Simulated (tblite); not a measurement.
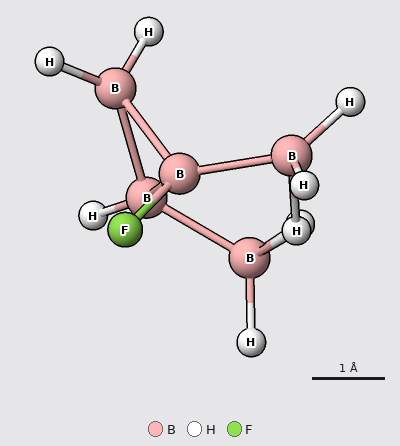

**Figure 1.** The input geometry (ball-and-stick view, seen at a tilt). Bond lengths as drawn: B–B 1.66 to 1.79 Å, B–F 1.36 Å and B–H 1.17 to 1.36 Å.

# B₅H₈F: saddle-point search

The run: saddle-point search of B₅H₈F (nido-B5H9 (F for H, site b on B)). Method and program: GFN2-xTB saddle search (eigenvector following) and harmonic vibrations, gas phase (tblite 0.8.0).

## The program's output
```
step      E/eV     max force
  0    -406.13394   0.6420
  1    -406.22414   0.4029
  2    -406.28626   0.2225
  3    -406.33902   0.1402
  4    -406.36192   0.2326
  5    -406.35750   0.2527
  6    -406.37964   0.1254
  7    -406.37900   0.1692
  8    -406.35916   0.1085
  9    -406.33711   0.2050
 10    -406.35853   0.1302
 11    -406.36394   0.1103
 12    -406.36429   0.1111
 13    -406.36070   0.1145
 14    -406.35388   0.1104
 15    -406.34029   0.2059
 16    -406.35240   0.1111
 17    -406.34875   0.1144
 18    -406.34476   0.1198
 19    -406.34064   0.1229
 20    -406.33501   0.1259
 21    -406.33376   0.1172
 22    -406.32851   0.1191
 23    -406.32226   0.1211
 24    -406.31529   0.1211
 25    -406.30502   0.1302
 26    -406.32785   0.1299
 27    -406.34871   0.1511
 28    -406.36755   0.1474
 29    -406.38628   0.1369
 30    -406.40139   0.1204
 31    -406.41132   0.0869
 32    -406.41515   0.1683
 33    -406.41461   0.0414
 34    -406.41712   0.0519
 35    -406.41872   0.0533
 36    -406.41898   0.0010
lowest wavenumbers (cm-1): -124.4 173.5 212.5 239.4 283.7 296.1
```

## Trajectory as extended XYZ (Å, eV, eV/Å), 12 frames, from step=0 to step=36
```
14
Properties=species:S:1:pos:R:3:forces:R:3 step=0 energy=-406.13394
B    -1.7264    0.0849   -0.5587    0.4570   0.3550   0.2780
B     0.4934    1.0440    1.2667   -0.0090  -0.0210  -0.0190
B    -0.4279   -0.1891    0.6382   -0.2600  -0.5810  -0.0720
B    -0.3137   -0.7863   -1.0105   -0.0210   0.0060  -0.0010
B     1.2710   -0.4621   -0.5748   -0.0020   0.0010   0.0030
H    -2.7427   -0.2265   -0.0681   -0.0100   0.0040  -0.0010
H     0.7403    0.8770    2.4098    0.0090   0.0210  -0.0030
F    -0.5999   -1.2559    1.4585   -0.0150   0.0100  -0.0120
H    -0.5802   -1.4860   -1.9075    0.0020   0.0110  -0.0070
H     2.0463   -1.3248   -0.3607    0.0120   0.0070   0.0040
H     0.6674    2.1385    0.8983   -0.1670   0.1880  -0.1960
H     1.3517    0.2844    0.5315    0.0080   0.0110   0.0090
H     1.6106    0.3357   -1.3874    0.0100  -0.0150   0.0070
H    -1.7899    0.9662   -1.3353   -0.0130   0.0030   0.0110
14
Properties=species:S:1:pos:R:3:forces:R:3 step=3 energy=-406.33902
B    -1.6507    0.1724   -0.4147    0.1140   0.0440   0.0570
B     0.4277    1.0183    1.1700   -0.0360  -0.0060  -0.0240
B    -0.4361   -0.3425    0.6170   -0.0100  -0.1170   0.0110
B    -0.2858   -0.7767   -1.0432   -0.0320  -0.0370  -0.0190
B     1.2917   -0.4963   -0.5333    0.0080  -0.0070  -0.0090
H    -2.6835   -0.1733    0.0289    0.0000   0.1200   0.0560
H     0.6676    0.9831    2.3289   -0.0770   0.0190  -0.0960
F    -0.5762   -1.3779    1.4703    0.0380  -0.0480  -0.0220
H    -0.5621   -1.3486   -2.0242    0.0060   0.0330   0.0530
H     2.0434   -1.3706   -0.2843    0.0180   0.0330   0.0020
H     0.4640    2.0917    0.6861   -0.1140  -0.0750  -0.0320
H     1.3646    0.2945    0.5431   -0.0140   0.0380  -0.0010
H     1.6691    0.2722   -1.3571   -0.0210  -0.0090  -0.0020
H    -1.7338    1.0535   -1.1875    0.1200   0.0130   0.0260
14
Properties=species:S:1:pos:R:3:forces:R:3 step=6 energy=-406.37964
B    -1.6280    0.1808   -0.3431    0.0550   0.0510   0.0470
B     0.3723    1.0171    1.1093   -0.0320  -0.0200   0.0000
B    -0.4085   -0.4136    0.6087   -0.0020  -0.0670   0.0090
B    -0.2890   -0.7440   -1.0647    0.0150  -0.0620  -0.1080
B     1.3007   -0.5244   -0.5249    0.0540   0.0230  -0.0460
H    -2.6559   -0.1542    0.1226    0.0170   0.1180   0.0310
H     0.5711    1.0965    2.2703   -0.0550  -0.0160  -0.0330
F    -0.5003   -1.4518    1.4607    0.0130  -0.0230  -0.0180
H    -0.5511   -1.2046   -2.1072   -0.0020   0.0080   0.1050
H     2.0024   -1.4334   -0.2454    0.0050   0.0690  -0.0050
H     0.3870    2.0402    0.5280   -0.0740  -0.0410   0.0050
H     1.3404    0.2636    0.5763   -0.0150   0.0430  -0.0220
H     1.7721    0.2398   -1.3049   -0.0860  -0.0570   0.0310
H    -1.7132    1.0880   -1.0856    0.1070  -0.0270   0.0040
14
Properties=species:S:1:pos:R:3:forces:R:3 step=9 energy=-406.33711
B    -1.6143    0.1817   -0.2645    0.0110   0.0410  -0.0080
B     0.3157    1.0310    1.0420   -0.0260  -0.0490  -0.0020
B    -0.3697   -0.4623    0.5811   -0.0250  -0.0800   0.0110
B    -0.2781   -0.6865   -1.1063    0.0220  -0.0450   0.0080
B     1.3221   -0.5664   -0.5332    0.1290  -0.0140  -0.0100
H    -2.6050   -0.1861    0.2585    0.0180   0.1030  -0.0220
H     0.4492    1.2009    2.1978   -0.0050  -0.0340   0.0610
F    -0.4048   -1.5012    1.4329   -0.0180   0.0060  -0.0130
H    -0.5519   -0.9948   -2.1967   -0.0070  -0.0640   0.0520
H     1.9174   -1.5277   -0.1677   -0.0100   0.1720  -0.0780
H     0.3372    2.0043    0.3861   -0.0500   0.0330   0.0010
H     1.2961    0.2583    0.5900    0.0460   0.0110  -0.0330
H     1.9566    0.1523   -1.2371   -0.1870  -0.0690   0.0480
H    -1.7706    1.0966   -0.9830    0.1030  -0.0140  -0.0170
14
Properties=species:S:1:pos:R:3:forces:R:3 step=13 energy=-406.36070
B    -1.6156    0.1989   -0.2504    0.0090   0.0230   0.0090
B     0.3187    1.0005    1.0116   -0.0030  -0.0150   0.0030
B    -0.3850   -0.5078    0.5623   -0.0060  -0.0540   0.0020
B    -0.2793   -0.6938   -1.0921   -0.0290  -0.0470  -0.0460
B     1.3278   -0.5534   -0.4825    0.0240   0.0350  -0.0160
H    -2.6022   -0.1349    0.3006    0.0070   0.1140  -0.0080
H     0.4417    1.1693    2.1712   -0.0130  -0.0600   0.0040
F    -0.4443   -1.5234    1.4409   -0.0130  -0.0230   0.0070
H    -0.5020   -0.9582   -2.2065    0.0050  -0.0580   0.0890
H     1.9501   -1.4967   -0.1383    0.0410   0.0630  -0.0100
H     0.3120    1.9815    0.3624   -0.0370  -0.0040   0.0370
H     1.3586    0.2896    0.5791    0.0060   0.0340  -0.0130
H     1.8899    0.1348   -1.2656   -0.0830   0.0080  -0.0200
H    -1.7705    1.0936   -0.9925    0.0920  -0.0150  -0.0380
14
Properties=species:S:1:pos:R:3:forces:R:3 step=16 energy=-406.35240
B    -1.6231    0.1963   -0.2445    0.0250   0.0260   0.0100
B     0.3229    0.9967    0.9976   -0.0140  -0.0220   0.0080
B    -0.3874   -0.5170    0.5558   -0.0130  -0.0460  -0.0080
B    -0.2792   -0.6860   -1.0925   -0.0170  -0.0390  -0.0010
B     1.3328   -0.5544   -0.4727    0.0000   0.0200   0.0110
H    -2.6014   -0.1409    0.3183    0.0040   0.1110   0.0010
H     0.4373    1.1711    2.1572   -0.0120  -0.0600   0.0040
F    -0.4488   -1.5249    1.4435   -0.0090  -0.0230   0.0010
H    -0.4886   -0.9163   -2.2151   -0.0010  -0.0730   0.0470
H     1.9467   -1.5006   -0.1219    0.0410   0.0580  -0.0100
H     0.3125    1.9739    0.3429   -0.0380   0.0020   0.0390
H     1.3707    0.2941    0.5806    0.0120   0.0320  -0.0220
H     1.8984    0.1199   -1.2628   -0.0680   0.0260  -0.0400
H    -1.7928    1.0880   -0.9864    0.0900  -0.0120  -0.0410
14
Properties=species:S:1:pos:R:3:forces:R:3 step=19 energy=-406.34064
B    -1.6342    0.1782   -0.2779    0.0290   0.0300   0.0180
B     0.3428    1.0158    1.0338   -0.0200  -0.0170   0.0030
B    -0.3889   -0.4659    0.5792    0.0010  -0.0470   0.0000
B    -0.2778   -0.6889   -1.0886   -0.0130  -0.0370  -0.0100
B     1.3226   -0.5574   -0.4954    0.0020   0.0260  -0.0050
H    -2.6189   -0.1998    0.2476    0.0120   0.1220   0.0090
H     0.4819    1.1943    2.1901   -0.0220  -0.0570   0.0060
F    -0.4551   -1.4908    1.4471   -0.0040  -0.0340   0.0040
H    -0.5097   -0.9726   -2.1945   -0.0120  -0.0780   0.0330
H     1.9443   -1.5081   -0.1731    0.0440   0.0500  -0.0010
H     0.3569    1.9871    0.3708   -0.0490   0.0000   0.0390
H     1.3496    0.2540    0.5997   -0.0040   0.0390  -0.0230
H     1.8869    0.1586   -1.2497   -0.0640   0.0150  -0.0340
H    -1.8004    1.0955   -0.9891    0.0990  -0.0110  -0.0380
14
Properties=species:S:1:pos:R:3:forces:R:3 step=22 energy=-406.32851
B    -1.6310    0.1789   -0.2632    0.0200   0.0280   0.0100
B     0.3311    1.0181    1.0186   -0.0110  -0.0220   0.0020
B    -0.3819   -0.4778    0.5710   -0.0070  -0.0460  -0.0030
B    -0.2761   -0.6768   -1.0966   -0.0160  -0.0410  -0.0140
B     1.3274   -0.5664   -0.4938    0.0080   0.0280   0.0000
H    -2.6053   -0.2049    0.2771   -0.0010   0.1190   0.0050
H     0.4598    1.2053    2.1746   -0.0170  -0.0610   0.0070
F    -0.4371   -1.5003    1.4415   -0.0120  -0.0300   0.0050
H    -0.5065   -0.9241   -2.2124   -0.0020  -0.0800   0.0560
H     1.9244   -1.5254   -0.1479    0.0490   0.0600  -0.0080
H     0.3403    1.9854    0.3496   -0.0400  -0.0040   0.0390
H     1.3447    0.2640    0.5934    0.0110   0.0340  -0.0190
H     1.9249    0.1287   -1.2414   -0.0790   0.0230  -0.0360
H    -1.8147    1.0953   -0.9705    0.0970  -0.0060  -0.0440
14
Properties=species:S:1:pos:R:3:forces:R:3 step=26 energy=-406.32785
B    -1.6613    0.1844   -0.2356    0.0060   0.0410   0.0110
B     0.3522    0.9764    0.9484   -0.0150  -0.0010  -0.0030
B    -0.4043   -0.5474    0.5244    0.0180  -0.0620   0.0270
B    -0.2830   -0.6543   -1.0901   -0.0100  -0.0330  -0.0530
B     1.3497   -0.5487   -0.4228    0.0330   0.0350  -0.0440
H    -2.6035   -0.1594    0.3834    0.0260   0.1270   0.0080
H     0.4441    1.1384    2.1121   -0.0330  -0.0590  -0.0070
F    -0.4788   -1.5203    1.4521   -0.0090  -0.0300  -0.0050
H    -0.4261   -0.7673   -2.2406   -0.0070  -0.0660   0.0500
H     1.9318   -1.5036   -0.0441    0.0410   0.0550   0.0010
H     0.3137    1.9601    0.3029   -0.0500  -0.0180   0.0410
H     1.4424    0.3335    0.5690   -0.0130   0.0430  -0.0180
H     1.9167    0.0555   -1.2705   -0.0780  -0.0150   0.0090
H    -1.8937    1.0526   -0.9887    0.0900  -0.0170  -0.0180
14
Properties=species:S:1:pos:R:3:forces:R:3 step=29 energy=-406.38628
B    -1.6115    0.2365   -0.1679    0.0070  -0.0040   0.0250
B     0.3115    0.9221    0.8556    0.0000   0.0420   0.0160
B    -0.4006   -0.7002    0.4624   -0.0170  -0.0710   0.0160
B    -0.2963   -0.6523   -1.1029   -0.0100   0.0040  -0.0600
B     1.3739   -0.5335   -0.3705    0.0240   0.0050  -0.0300
H    -2.5260    0.0375    0.5515    0.0940   0.0920  -0.0380
H     0.3451    1.0175    2.0298   -0.0190  -0.0360  -0.0200
F    -0.4960   -1.6106    1.4474    0.0030  -0.0080  -0.0330
H    -0.3874   -0.6478   -2.2624   -0.0150  -0.0440   0.0620
H     1.9716   -1.4338    0.1059    0.0020   0.0720  -0.0070
H     0.1952    1.9380    0.2708   -0.0320  -0.0090   0.0370
H     1.4754    0.4636    0.4961   -0.0470   0.0130  -0.0260
H     1.9142   -0.0531   -1.3089   -0.0370  -0.0350   0.0400
H    -1.8690    1.0160   -1.0071    0.0460  -0.0210   0.0170
14
Properties=species:S:1:pos:R:3:forces:R:3 step=32 energy=-406.41515
B    -1.5405    0.2754   -0.1116   -0.0540   0.0120  -0.0170
B     0.2698    0.9055    0.7429    0.0110   0.0790   0.0070
B    -0.3940   -0.8686    0.3837   -0.0080  -0.0260  -0.0460
B    -0.3049   -0.5950   -1.1253    0.0210   0.0290   0.0510
B     1.3842   -0.5403   -0.3204    0.0930  -0.0360  -0.0640
H    -2.3664    0.1768    0.7259    0.0520   0.0110  -0.0530
H     0.2714    0.9027    1.9212    0.0120  -0.0040  -0.0290
F    -0.5100   -1.7209    1.4073   -0.0020   0.0030  -0.0270
H    -0.3538   -0.4706   -2.2782    0.0000  -0.0300   0.0570
H     1.9569   -1.3477    0.3313   -0.0540   0.1170  -0.0750
H     0.0702    1.9555    0.2408    0.0060  -0.0410   0.0400
H     1.4559    0.6089    0.3662   -0.0210  -0.0440  -0.0310
H     1.9809   -0.2611   -1.3086   -0.0730  -0.0410   0.1460
H    -1.9196    0.9793   -0.9751    0.0170  -0.0290   0.0420
14
Properties=species:S:1:pos:R:3:forces:R:3 step=36 energy=-406.41898
B    -1.5313    0.2818   -0.1093    0.0000   0.0000   0.0000
B     0.2672    0.9096    0.7358    0.0000   0.0000   0.0000
B    -0.4053   -0.8895    0.3782    0.0000   0.0000   0.0000
B    -0.2965   -0.5881   -1.1194    0.0000   0.0000   0.0000
B     1.3826   -0.5374   -0.3246    0.0000   0.0000   0.0000
H    -2.3531    0.1940    0.7294    0.0000   0.0000   0.0000
H     0.2943    0.8728    1.9119    0.0000   0.0000  -0.0010
F    -0.5220   -1.7388    1.4009    0.0000   0.0000   0.0000
H    -0.3498   -0.4730   -2.2709    0.0000   0.0000   0.0000
H     1.9493   -1.3132    0.3590    0.0000   0.0000   0.0000
H     0.0457    1.9691    0.2700    0.0000   0.0000   0.0000
H     1.4414    0.6311    0.3214    0.0000   0.0000   0.0000
H     1.9914   -0.2944   -1.3063    0.0000   0.0000   0.0000
H    -1.9140    0.9762   -0.9761    0.0000   0.0000   0.0000
```

This output came from the following input.

## Input file
```
{"job": {"xc": "GFN2-xTB", "basis": "xTB", "kind": "saddle"}, "charge": 0, "multiplicity": 1}
B     -1.726439     0.084881    -0.558676
B      0.493440     1.044040     1.266678
B     -0.427909    -0.189125     0.638215
B     -0.313658    -0.786286    -1.010545
B      1.270981    -0.462120    -0.574765
H     -2.742738    -0.226540    -0.068065
H      0.740337     0.876994     2.409783
F     -0.599911    -1.255865     1.458490
H     -0.580209    -1.486025    -1.907498
H      2.046271    -1.324821    -0.360698
H      0.667402     2.138520     0.898348
H      1.351724     0.284393     0.531514
H      1.610567     0.335705    -1.387429
H     -1.789859     0.966248    -1.335350
```

The first line tells a small driver script what to run in tblite; the rest is the geometry in Å.

Run as:
```bash
OMP_NUM_THREADS=1 python <driver script> task.json out
```

## Key numbers

```tsv
quantity	value
outcome	converged
total energy	−406.4190 eV
point group	C1
hardware	1 CPU thread, shared host
wall time	4.1 s
peak memory	0.18 GiB
```
